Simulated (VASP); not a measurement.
Band structure of CdS (zinc blende). Method: SCAN meta-GGA, VASP's PBE PAW potentials (set 64) (plane waves; VASP 6.6.1).

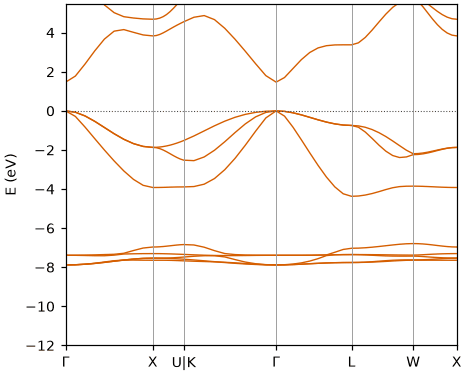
Figure: Bands along high-symmetry lines, zero at the valence-band maximum or, without a gap, the Fermi level

Read the plot: is there a gap, and where are the band edges?

The gap is direct, 1.47 eV, from the valence maximum at Γ to the conduction minimum at Γ.

Measured: gap 2.48 eV at 4 K (computed value off by -1.01 eV), as given by arXiv:1206.3780.

The compound is CdS in the zinc blende structure, a metastable form; wurtzite is the usual one. It was relaxed first.
